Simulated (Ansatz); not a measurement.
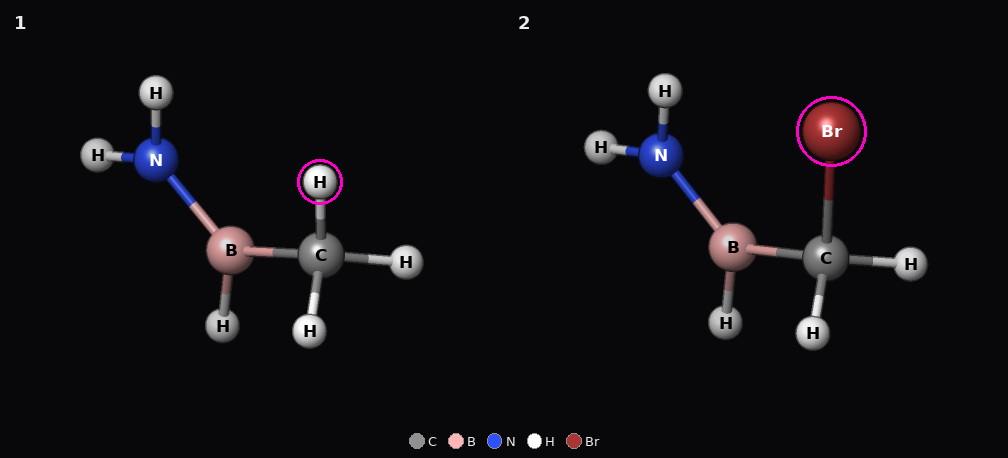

2 molecules with one skeleton, seen from the same side and at one scale; the atom that differs is circled. Charge 0, singlet. Computed geometries: PBE0-D4/def2-TZVP optimisations, one conformation each. Properties computed with Ansatz 0.2.0.

One atom differs, called X below: H in panel 1, Br in panel 2. Their formulas are CH6BN (`CBN`), CH5BBrN (`NBCBr`).

### In which is the HOMO–LUMO gap larger (ωB97M-V/def2-TZVPP)?

In panel 1 (X = H).

### In which is the HOMO energy (Kohn–Sham orbital) higher (ωB97M-V/def2-TZVPP)?

In panel 2 (X = Br).

Give the values. With PBE0-D4/def2-TZVP: length of X–C (Å), mean angle H–C–X (°). With ωB97M-V/def2-TZVPP: dipole moment (D), HOMO energy (Kohn–Sham orbital) (eV), HOMO–LUMO gap (eV).

```
                            quantity   1 (H)  2 (Br)   2 − 1
                   length of X–C (Å)   1.094   1.953  +0.859
                mean angle H–C–X (°)   108.0   105.7    −2.3
                   dipole moment (D)    1.57    1.73   +0.16
HOMO energy (Kohn–Sham orbital) (eV)  −10.73  −10.00   +0.73
                  HOMO–LUMO gap (eV)   13.02   12.08   −0.94
```
